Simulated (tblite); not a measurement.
# Run report: C2H10Ge2, molecular dynamics

The run: molecular dynamics of C2H10Ge2. Method and program: GFN2-xTB Langevin dynamics, gas phase (tblite 0.8.0).

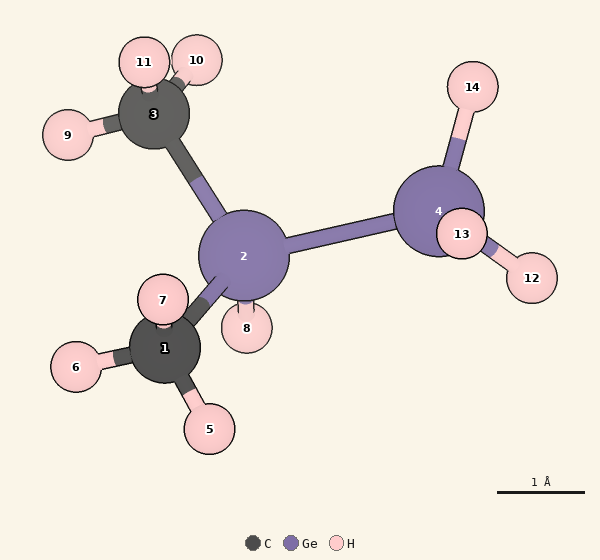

*The structure as given in the input (ball-and-stick view, seen at a tilt; atoms are numbered from 1 in the order of the input). Sticks mark near contacts.*

Bond lengths as drawn: C–Ge 1.98 Å, C–H 1.09 Å, Ge–Ge 2.40 Å and Ge–H 1.50 to 1.52 Å.

### The input
```
{"job": {"kind": "md", "xc": "GFN2-xTB", "basis": "xTB", "temperature": 400, "steps": 2000, "every": 50}, "charge": 0, "multiplicity": 1}
C     -1.384918    -1.376017     0.005371
Ge    -0.196662     0.110522    -0.533925
C     -0.757261     1.776635     0.374530
Ge     2.095207    -0.425438    -0.064314
H     -1.141123    -2.288261    -0.532866
H     -2.426289    -1.134592    -0.189135
H     -1.275675    -1.572830     1.069447
H     -0.364207     0.321232    -2.031436
H     -1.772516     2.046231     0.097017
H     -0.103864     2.605533     0.115821
H     -0.724219     1.645434     1.453490
H      2.938781    -0.758609    -1.258612
H      2.255586    -1.614991     0.839346
H      2.856482     0.664677     0.633099
```

The first line tells a small driver script what to run in tblite; the rest is the geometry in Å.

Command:
```bash
OMP_NUM_THREADS=1 python <driver script> task.json out
```

### What the program printed
```
t/fs     T/K      E/eV
    0.0   309.9   -359.68078
   25.0   219.1   -359.36161
   50.0   326.8   -359.27597
   75.0   441.6   -359.30619
  100.0   432.7   -359.16321
  125.0   359.8   -358.88506
  150.0   327.1   -358.97134
  175.0   395.3   -359.02092
  200.0   286.4   -358.75204
  225.0   385.6   -359.14507
  250.0   398.4   -359.21288
  275.0   416.1   -359.31368
  300.0   152.3   -358.99301
  325.0   414.3   -359.30662
  350.0   357.6   -359.20376
  375.0   372.8   -359.13842
  400.0   515.8   -359.21078
  425.0   619.6   -359.16892
  450.0   473.8   -359.17858
  475.0   362.5   -359.08840
  500.0   310.9   -359.15592
  525.0   407.4   -359.23609
  550.0   334.8   -359.11950
  575.0   397.2   -359.22680
  600.0   351.5   -358.96520
  625.0   402.2   -359.16747
  650.0   307.8   -359.21616
  675.0   294.2   -359.05806
  700.0   473.8   -359.12699
  725.0   452.3   -358.93890
  750.0   378.6   -358.76964
  775.0   443.1   -359.04168
  800.0   476.3   -359.06914
  825.0   329.1   -358.92604
  850.0   403.6   -359.03163
  875.0   301.8   -359.00923
  900.0   417.9   -359.09903
  925.0   313.4   -358.98775
  950.0   329.1   -359.05968
  975.0   469.1   -359.32358
 1000.0   337.5   -358.97917
```

### Trajectory as extended XYZ (Å, eV, eV/Å), 15 of the 41 frames kept, from step=0 to step=40
```
14
Properties=species:S:1:pos:R:3:forces:R:3 step=0 time_fs=0.0 energy=-359.68078 temperature=309.9
C    -1.3849   -1.3760    0.0054   -0.0076   0.0039  -0.0026
Ge   -0.1967    0.1105   -0.5339   -0.0018   0.0006  -0.0056
C    -0.7573    1.7766    0.3745    0.0008  -0.0019  -0.0050
Ge    2.0952   -0.4254   -0.0643   -0.0020  -0.0049   0.0069
H    -1.1411   -2.2883   -0.5329    0.0017   0.0016   0.0010
H    -2.4263   -1.1346   -0.1891    0.0014  -0.0007  -0.0013
H    -1.2757   -1.5728    1.0694   -0.0053  -0.0044   0.0015
H    -0.3642    0.3212   -2.0314   -0.0004   0.0000   0.0072
H    -1.7725    2.0462    0.0970   -0.0040  -0.0045   0.0040
H    -0.1039    2.6055    0.1158    0.0077   0.0016  -0.0050
H    -0.7242    1.6454    1.4535    0.0015   0.0004   0.0033
H     2.9388   -0.7586   -1.2586    0.0023   0.0023  -0.0028
H     2.2556   -1.6150    0.8393    0.0049   0.0041  -0.0018
H     2.8565    0.6647    0.6331    0.0007   0.0019   0.0002
14
Properties=species:S:1:pos:R:3:forces:R:3 step=3 time_fs=75.0 energy=-359.30619 temperature=441.6
C    -1.5122   -1.3512   -0.1148    0.3503  -0.8129   1.5289
Ge   -0.2748    0.1638   -0.4700   -0.3202   0.6284  -0.3959
C    -1.0211    1.8377    0.3756   -1.4023  -1.6792   0.3713
Ge    2.0506   -0.4262   -0.0775   -0.7051  -0.6413  -0.9192
H    -1.2059   -2.2194   -0.7215   -0.2896   0.4015   0.2071
H    -2.5602   -1.1038   -0.2960    0.3117  -0.0621  -0.0632
H    -1.4301   -1.6951    0.9880   -0.1314   0.5452  -1.5835
H    -0.5611    0.5104   -1.9284    0.3012  -0.2371  -0.1900
H    -1.6539    2.4630   -0.2531    0.2297  -0.2881  -0.1235
H    -0.3554    2.4439    0.9094    0.9975   0.7199   0.5624
H    -1.6884    1.3495    1.1287    0.2356   0.7173  -0.2878
H     3.0071    0.1437   -1.0752    0.1000   0.1587   0.1638
H     2.2330   -1.9289   -0.2914   -0.0683   0.3070   0.0898
H     2.4705   -0.2174    1.2997    0.3909   0.2425   0.6396
14
Properties=species:S:1:pos:R:3:forces:R:3 step=6 time_fs=150.0 energy=-358.97134 temperature=327.1
C    -1.0803   -1.6103   -0.1413    1.3673   1.2578  -1.5294
Ge   -0.2672    0.2371   -0.4658   -0.3821  -0.1637   0.8220
C    -1.3864    1.5608    0.6162    0.3536   0.1597   0.8037
Ge    2.0827   -0.4076   -0.1523   -0.0877  -0.7818   0.9353
H    -0.6466   -2.2595   -0.9032   -0.1175  -0.1469   0.2340
H    -2.1306   -1.6595   -0.1677   -1.0352  -0.0034   0.0755
H    -0.6609   -1.8144    0.8030    0.1393  -0.6748   1.0523
H    -0.1903    0.7532   -1.8543   -0.2133   0.0772  -0.6910
H    -1.6947    2.4988    0.0883    0.3719  -1.0026   0.4510
H    -0.8515    1.8237    1.5681   -0.3270   0.0203  -0.9399
H    -2.2683    1.0012    0.9714    0.2217   0.3480  -0.4336
H     3.3547    0.0521    0.4495    0.1599   0.8834   0.4116
H     2.7526   -0.8984   -1.3615   -0.0983  -0.2512  -0.8818
H     2.1280   -1.7248    0.6806   -0.3525   0.2781  -0.3098
14
Properties=species:S:1:pos:R:3:forces:R:3 step=9 time_fs=225.0 energy=-359.14507 temperature=385.6
C    -0.8656   -1.7913   -0.4378   -0.0228   1.5780  -0.3680
Ge   -0.2183    0.1275   -0.4070   -1.5548  -0.0019  -1.0848
C    -1.2004    1.2199    0.9218    0.9580   0.1759  -0.3975
Ge    2.0255   -0.2955   -0.3209    2.0252  -0.2516   0.2514
H    -0.1308   -2.3818   -0.9774   -0.1127  -0.2168   0.3945
H    -1.8173   -1.8374   -0.9771    0.1099  -0.3441   0.7090
H    -0.8862   -1.9226    0.6475   -0.3868  -0.9163  -0.4973
H    -0.5524    0.8725   -1.7590    0.1589  -0.3084   0.3980
H    -0.6782    2.1646    0.8816    0.0964   0.4548   0.2239
H    -1.1063    0.8421    1.9242   -0.3260  -0.1487   0.2479
H    -2.2004    1.4274    0.6007   -0.5030  -0.2484   0.1400
H     2.6812   -0.3171    1.0792   -0.1149   0.1958  -0.4314
H     3.0305    0.4211   -1.2757   -0.4162  -0.3021   0.4889
H     2.1542   -1.7835   -0.6616    0.0887   0.3338  -0.0745
14
Properties=species:S:1:pos:R:3:forces:R:3 step=11 time_fs=275.0 energy=-359.31368 temperature=416.1
C    -1.2714   -1.7895   -0.7461    0.5845   1.0564   0.3095
Ge   -0.3420   -0.0557   -0.4339    1.1540   0.5176  -0.1991
C    -1.0745    0.9815    1.0665   -0.1536   0.7296  -0.1858
Ge    2.1281   -0.2180   -0.2617   -0.4671   0.5880   0.4925
H    -0.5721   -2.5818   -0.9860   -0.2877  -0.0548   0.0063
H    -1.9563   -1.5554   -1.5405   -0.3995  -0.5346  -0.1347
H    -1.7538   -1.9112    0.2151   -0.3113  -0.6212  -0.1988
H    -0.5559    1.0084   -1.5257    0.0290  -0.3657  -0.2244
H    -0.2813    1.6522    1.4422   -0.4317  -0.5473   0.2309
H    -1.5548    0.3810    1.8357    0.2860   0.2486   0.1281
H    -1.8247    1.6621    0.6308    0.0822  -0.3397   0.2979
H     2.6608   -0.9144    0.9459   -0.0621  -0.3177   0.1486
H     2.9320    1.0660   -0.0905   -0.2982  -0.0965  -0.2395
H     2.7627   -0.9065   -1.3911    0.2753  -0.2626  -0.4315
14
Properties=species:S:1:pos:R:3:forces:R:3 step=14 time_fs=350.0 energy=-359.20376 temperature=357.6
C    -1.4077   -1.7560   -0.6281    2.3931   0.5256   0.3264
Ge   -0.3265   -0.0648   -0.5303   -0.3521  -0.2255  -0.2913
C    -0.9071    0.9589    1.0115    2.3722  -0.1702   1.2424
Ge    1.9805   -0.2811   -0.1187    1.1186   0.2570  -0.0229
H    -0.7448   -2.6058   -0.4482   -0.2422  -0.0109  -0.1388
H    -1.7432   -1.7423   -1.6204   -0.8850  -0.4879  -1.0070
H    -2.1368   -1.7265    0.1184   -1.2560  -0.1024   0.6850
H    -0.6932    0.7111   -1.7472    0.0638   0.2430  -0.4932
H    -0.3203    1.9053    1.2163   -0.7347  -1.0520  -0.2905
H    -0.6421    0.2207    1.8128   -0.1635   0.7934  -0.0965
H    -1.9278    1.1146    1.0963   -1.7119   0.5103   0.0029
H     2.4317   -1.6103    0.4859   -0.0539   0.1988  -0.2680
H     2.2234    0.6698    1.0541    0.0846  -0.1326  -0.2202
H     3.0808    0.1526   -1.1702   -0.6332  -0.3466   0.5717
14
Properties=species:S:1:pos:R:3:forces:R:3 step=17 time_fs=425.0 energy=-359.16892 temperature=619.6
C    -1.0915   -1.8130   -0.4432    1.8708   1.0888   2.0424
Ge   -0.2559    0.0232   -0.4946   -0.6831  -0.2953  -0.1162
C    -1.1765    1.1699    0.8633   -0.3572  -2.9743   0.8299
Ge    2.0843   -0.2803   -0.1157    0.6141  -0.5042   0.2416
H    -0.3187   -2.4064   -0.8975   -0.4086  -0.7102  -0.3091
H    -2.0365   -1.7891   -0.8527   -1.5472  -0.3218  -1.2939
H    -1.2363   -2.1144    0.6159    0.3466   0.0372  -0.5524
H    -0.4082    0.5039   -1.9358   -0.0587   0.1541   0.0649
H    -2.2641    1.0998    0.8824    0.0996  -0.1068  -0.4163
H    -0.9047    2.1496    0.8658    0.8098   2.5418  -0.0685
H    -0.8570    0.7011    1.8243   -0.0927   0.4293  -0.4474
H     2.8979   -1.5231   -0.4564   -0.4838   0.0248  -0.4084
H     2.3520   -0.4376    1.3289   -0.1668   0.1461   0.6987
H     3.1189    0.7325   -0.4124    0.0571   0.4907  -0.2652
14
Properties=species:S:1:pos:R:3:forces:R:3 step=20 time_fs=500.0 energy=-359.15592 temperature=310.9
C    -0.9536   -1.8464   -0.3887   -1.6293   1.7788   0.1608
Ge   -0.1839    0.1319   -0.2886   -0.6613  -1.1379  -0.7341
C    -1.1632    1.4055    0.8588   -0.7117   0.1015  -0.9290
Ge    2.1611   -0.1755   -0.0688    0.2830  -0.0504   0.6309
H    -0.9650   -2.1609   -1.4491    0.3067  -0.0442   0.8974
H    -2.0276   -1.9008    0.0015    1.2982   0.2252  -0.6091
H    -0.3761   -2.4130    0.3018    0.5176  -0.7202  -0.0635
H    -0.6001    0.6567   -1.6589    0.2813   0.0373  -0.1829
H    -0.9683    1.1926    1.8805   -0.1006   0.0308   0.8359
H    -2.1990    1.1048    0.5842    0.4359   0.5802   0.5668
H    -1.0247    2.4906    0.6541    0.0052  -0.9316   0.0512
H     2.6761   -1.2006   -0.9949    0.1362  -0.1691  -0.5269
H     2.5433   -0.9161    1.2343   -0.1223   0.5380  -0.2383
H     3.0433    1.0449   -0.2424   -0.0388  -0.2386   0.1409
14
Properties=species:S:1:pos:R:3:forces:R:3 step=23 time_fs=575.0 energy=-359.22680 temperature=397.2
C    -1.2812   -1.5576   -0.3479   -0.6268   1.4969  -0.3754
Ge   -0.2126    0.1243   -0.3839    0.0168   0.2341   0.2987
C    -0.7515    1.2024    1.2614   -0.1466  -0.7459  -0.7360
Ge    2.1317   -0.1479    0.0728    0.4593  -1.1312  -0.1424
H    -0.9334   -2.3374   -0.9712    0.1917  -0.5487  -0.6403
H    -2.3567   -1.3877   -0.4476    0.1903   0.0740  -0.5709
H    -1.2026   -1.8339    0.6486    0.3927  -0.9733   1.8964
H    -0.3957    0.7563   -1.7421   -0.0237   0.2613  -0.0976
H     0.0921    1.6701    1.7398    0.3416   0.1873  -0.0811
H    -1.0030    0.3208    1.8703   -0.5176   0.7887   0.2580
H    -1.5400    1.9567    1.1318    0.1340  -0.6923   0.2096
H     2.9985   -1.1017   -0.8456   -0.4551   0.5566   0.4574
H     2.4921   -0.6690    1.4853   -0.2037   0.1748  -0.4355
H     2.8116    1.1653    0.0212    0.2470   0.3176  -0.0408
14
Properties=species:S:1:pos:R:3:forces:R:3 step=26 time_fs=650.0 energy=-359.21616 temperature=307.8
C    -1.3298   -1.2818   -0.5572   -0.2926  -0.9678   0.6553
Ge   -0.1201    0.2536   -0.2427   -0.2530   0.4128   0.1979
C    -0.7222    1.2853    1.3775   -1.0411   0.1101   0.2030
Ge    2.2116   -0.0562    0.0470    0.7384   0.5583  -0.8967
H    -1.2448   -1.7670   -1.5316    0.0912   0.3713   0.0342
H    -2.3578   -0.9238   -0.4317    0.2138  -0.0928  -0.1405
H    -1.2008   -2.1167    0.1806    0.0283   0.8170  -0.3981
H    -0.1655    1.1023   -1.5115   -0.1037   0.0148   0.1023
H    -0.8690    2.3775    1.3512    0.0126  -0.4615  -0.6379
H     0.0204    1.1699    2.1531    0.1026  -0.4112   0.2690
H    -1.7003    0.8552    1.7206    0.9021   0.3076  -0.1408
H     2.9444   -1.3211   -0.3748   -0.1483   0.2376  -0.3659
H     2.9544    0.1387    1.2874   -0.0067   0.0876   1.0958
H     2.8291    1.2515   -0.6401   -0.2434  -0.9839   0.0224
14
Properties=species:S:1:pos:R:3:forces:R:3 step=29 time_fs=725.0 energy=-358.93890 temperature=452.3
C    -0.9387   -1.4141   -0.6435    1.5764   0.0602  -1.1386
Ge   -0.1116    0.3485   -0.1526    0.3220  -0.2519   1.1105
C    -1.0385    1.3852    1.3097   -1.0993   0.3190   0.1925
Ge    2.3412   -0.2120    0.0036   -1.3062  -0.2060   1.6896
H    -1.2297   -1.5495   -1.7252    0.6731   0.1323   1.1127
H    -1.8073   -1.5639   -0.0812   -1.0407  -0.4093   0.8778
H    -0.1063   -2.1101   -0.3218   -1.2521   0.2780  -0.6142
H    -0.2755    1.4321   -1.1297    0.1039   0.3904  -1.0056
H    -2.1002    1.6558    1.0233    1.2506  -0.0225  -0.2400
H    -0.4919    2.3015    1.5895   -0.2340  -0.3588  -0.4545
H    -1.2267    0.8787    2.2408    0.3822  -0.5780   0.3598
H     2.5188   -1.2769   -0.9707    0.3318  -0.6270  -0.4699
H     3.1937   -0.5690    1.2988   -0.6588   0.1409  -0.8132
H     2.9554    0.9641   -0.5119    0.9511   1.1326  -0.6069
14
Properties=species:S:1:pos:R:3:forces:R:3 step=31 time_fs=775.0 energy=-359.04168 temperature=443.1
C    -0.9932   -1.2788   -0.3377   -1.4302  -1.0104   1.3680
Ge    0.0190    0.3010   -0.1116    0.4257   2.1591   0.1737
C    -0.9019    1.2005    1.4024    0.7048  -0.0086   1.1276
Ge    2.3801   -0.2089    0.0725   -0.8555  -0.8407   0.7125
H    -1.4213   -1.3894   -1.2971    0.1017  -0.4943  -1.1125
H    -1.9132   -1.2550    0.3221    1.0555  -0.0169  -0.3559
H    -0.3717   -2.1145   -0.0082   -0.3510  -0.1745  -0.3950
H    -0.2483    1.3830   -1.1568    0.1297  -0.2680  -0.3525
H    -1.7269    0.5929    1.7443    0.0000  -0.3716   0.2066
H    -1.3570    2.1360    1.1580   -0.0052   0.6141  -0.5096
H    -0.2507    1.4147    2.2741   -0.3083  -0.2721  -0.4095
H     2.6972   -1.4926   -0.5845   -0.1042  -0.4184  -0.6484
H     2.4134   -0.8595    1.4488    0.2569   0.4596   0.1115
H     3.6347    0.4904   -0.1770    0.3800   0.6427   0.0836
14
Properties=species:S:1:pos:R:3:forces:R:3 step=34 time_fs=850.0 energy=-359.03163 temperature=403.6
C    -1.0821   -1.2808   -0.4100    0.2795   0.4608   0.3326
Ge    0.1632    0.2785   -0.1359   -0.3832  -0.6389  -0.0804
C    -0.4243    0.9838    1.6709    1.8029   1.4780  -0.3782
Ge    2.4854   -0.3550    0.3018   -1.0130  -0.3038  -1.1377
H    -0.5770   -2.1518   -0.8687   -0.7275   0.4546   0.3491
H    -1.8956   -0.8606   -1.0288    0.3611  -0.7197   0.2299
H    -1.4750   -1.4749    0.6056    0.1082  -0.4649  -0.7689
H    -0.2607    1.0289   -1.5054    0.5125   0.2041   0.9075
H    -0.0864    0.4454    2.5741   -0.0412   0.0212  -0.8012
H    -1.4584    1.1678    1.7306   -1.1634   0.0377   0.0278
H     0.0725    2.0026    1.6822   -0.4950  -0.8764   0.3726
H     2.5738   -1.8424    0.1330    0.1556  -0.0186  -0.1639
H     2.6644   -0.2243    1.7182    0.3335   0.2861   1.1972
H     3.6226    0.2616   -0.4100    0.2700   0.0796  -0.0866
14
Properties=species:S:1:pos:R:3:forces:R:3 step=37 time_fs=925.0 energy=-358.98775 temperature=313.4
C    -1.1140   -1.1231   -0.9913    0.8148   0.4189   2.1578
Ge    0.2111    0.1862   -0.0738   -0.0487  -0.4267  -0.3739
C    -0.3673    1.1961    1.5326   -0.7983   1.5656  -0.8230
Ge    2.5203   -0.2997    0.3446   -0.6321  -1.2130  -0.6476
H    -0.8573   -2.1562   -0.6468   -0.7704   0.9281  -0.2209
H    -0.9185   -1.0409   -2.0296   -0.3035   0.0666  -0.7286
H    -2.0773   -0.6977   -0.6349    0.4877  -0.9800  -0.6723
H     0.5070    1.2293   -1.1601   -0.2813   0.1182   0.0315
H    -0.1327    0.6767    2.4308   -0.6058  -0.6631   0.6146
H    -1.4350    1.6103    1.4427    1.5251  -0.7976   0.5091
H     0.3133    2.0650    1.6108   -0.3885  -0.1058  -0.3630
H     3.1036   -1.7409    0.2428   -0.1394   0.7474   0.0152
H     2.9925    0.2734    1.5912    0.4233   0.2851   0.6873
H     3.0085    0.5401   -0.7669    0.7170   0.0561  -0.1860
14
Properties=species:S:1:pos:R:3:forces:R:3 step=40 time_fs=1000.0 energy=-358.97917 temperature=337.5
C    -0.8818   -1.2284   -0.5312    1.4141   0.4075   0.3997
Ge    0.2717    0.3609   -0.1116   -0.1461  -1.5848   1.9817
C    -0.7110    1.0813    1.4790   -0.6591   0.2924   0.6588
Ge    2.5159   -0.3691    0.5266    0.6744   1.2466   0.0070
H    -0.6889   -1.9667    0.2326   -0.1648  -0.2180   0.2246
H    -0.6079   -1.6583   -1.4642    0.1703  -0.3537  -0.7797
H    -1.9007   -0.9737   -0.5576   -1.1731   0.2499   0.0612
H     0.1727    1.2751   -1.2342    0.1356   0.8041  -0.7004
H    -1.1648    0.3781    2.1921    0.6566  -0.5564  -0.4139
H    -1.6038    1.3648    0.9137   -0.0252   0.9418   0.4042
H    -0.3235    1.8639    2.1877   -0.2079  -0.3406  -1.3799
H     3.0571   -1.7210    0.1277   -0.0248   0.0940  -0.0327
H     3.1428   -0.0772    1.9468   -0.5849  -0.2962  -0.6032
H     3.3491    0.7238   -0.2444   -0.0652  -0.6866   0.1726
```

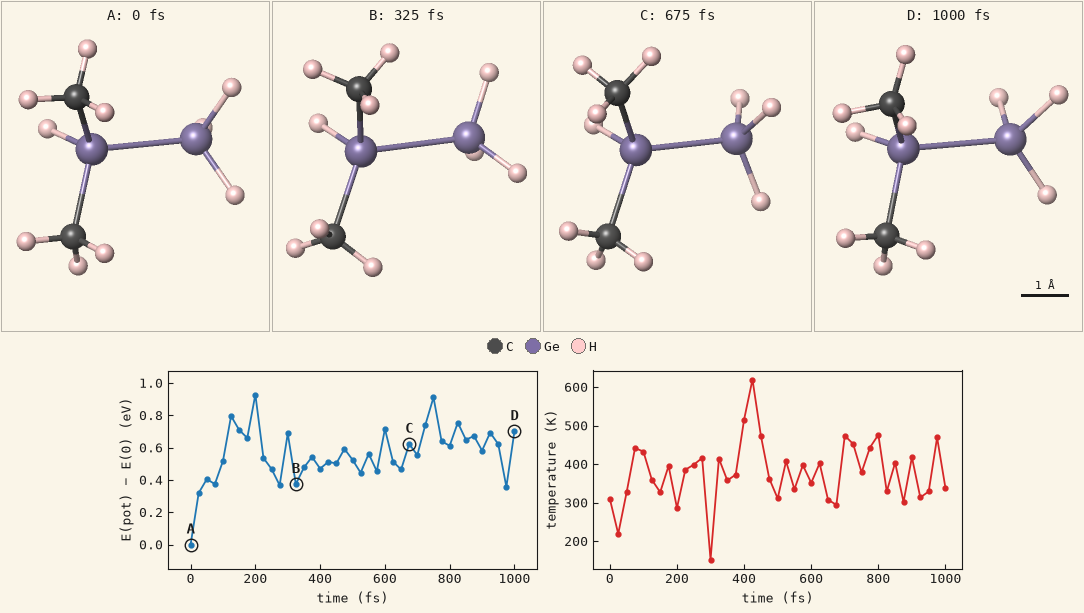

*Frames of the molecular dynamics (ball-and-stick, seen at a tilt) above the curves, on which the letters mark them.*

The trajectory kept here has 41 frames over 1000 fs. The temperature starts at 310 K, ranges from 152 to 620 K and averages 378 K over the second half. The potential energy ends 0.702 eV above its first value. After an unweighted best fit of the last frame on the first, the root-mean-square displacement is 1.39 Å.

### Summary

- outcome: finished
- mean temperature over the second half: 378 K
- trajectory: 41 frames kept, 1000 fs
- hardware: 1 CPU thread, shared host
- wall time: 26 s
- peak memory: 0.18 GiB
